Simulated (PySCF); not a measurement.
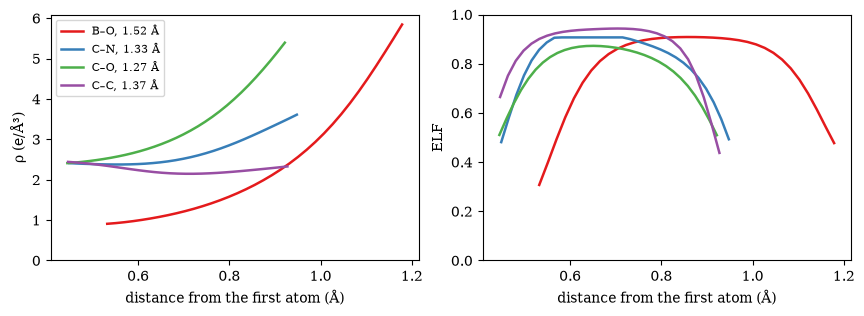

*C3H10BNO2Si2 (SMILES [SiH3]N([SiH3])C1=[O+][BH2-]OC=C1). Electron density and electron localisation function along straight lines between neighbouring atoms. The curves leave out the atomic cores.*

Geometry: GFN2-xTB.

Theory: PBE0/pcSseg-1, SCF density, gas phase, non-relativistic in PySCF 2.14.0.

Input

```
{"job": {"kind": "nmr", "xc": "PBE0", "basis": "pcSseg-1"}, "charge": 0, "multiplicity": 1}
Si    -1.520577    -1.721332    -0.005581
N     -1.168734     0.032785    -0.032093
Si    -2.243714     1.409457    -0.069611
C      0.158522     0.118488    -0.006626
O      0.718263    -1.037378     0.027974
B      2.254254    -1.221325     0.046804
O      2.937218     0.136255     0.101205
C      2.267877     1.216006     0.060335
C      0.899519     1.316004    -0.004835
H     -2.989122    -1.682372    -0.034913
H     -1.051410    -2.325092    -1.241769
H     -1.098676    -2.274566     1.270580
H     -3.584209     0.843546    -0.094419
H     -2.008365     2.199103     1.140662
H     -1.953954     2.177129    -1.282271
H      2.569298    -1.752908    -0.972815
H      2.531723    -1.817923     1.038989
H      2.869664     2.126298     0.086991
H      0.402620     2.267074    -0.036069
```

Launched as:

```sh
OMP_NUM_THREADS=1 python probes_run.py task.json out
```

What can be read from the curves?

B–O (1.52 Å): ρ at the midpoint is about 1.4 e/Å³; the ELF peaks at about 0.90 between the atoms: a polar covalent bond.
C–N (1.33 Å): ρ at the midpoint is about 2.5 e/Å³; the ELF peaks at about 0.90 between the atoms; localised, covalent bonding.
C–O (1.27 Å): the density is about 2.8 e/Å³ at the midpoint; the ELF peaks at about 0.85 between the atoms (a short, strongly polar bond).
C–C (1.37 Å): the density is about 2.2 e/Å³ at the midpoint; the ELF peaks at about 0.95 between the atoms (localised, covalent bonding).
